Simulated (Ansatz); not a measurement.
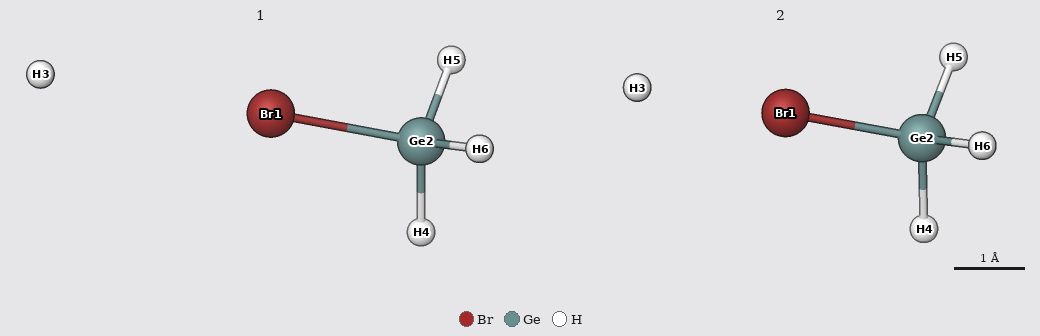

Two geometries of GeH₄Br (multiplicity 2) (started from a transition state, displaced along its imaginary mode), drawn at one scale. One is the start of a relaxation, the other its converged end. A ball-and-stick model, seen at a tilt.

Level of theory: UKS PBE0-D4/def2-TZVP in Ansatz 0.2.0. Settings: force threshold 0.005 eV/Å; at most 200 steps.

Which one is relaxed?

Answer. Structure 1 is the relaxed one. Over 12 accepted moves (13 points after the start) the energy falls by 13.2 kcal/mol. The largest force component goes from 3.3 to 0.0013 eV/Å. The line search rejected the trial step at point 12 of the run. H3 moves most after the best rigid fit: 1.18 Å. By element the largest moves are H 1.18 Å, Ge 0.29 Å, Br 0.08 Å. Among the contacts that change: Br1–H3 2.280 → 3.541 Å, Br1–Ge2 2.096 → 2.309 Å, Ge2–H4 1.536 → 1.532 Å. Cost: 36 s on 4 threads of Arm Neoverse V1, with other jobs on the host.

Limits of the set-up: the start holds two separate molecules, 2.3 Å apart at their closest, whose relative position is a soft coordinate.
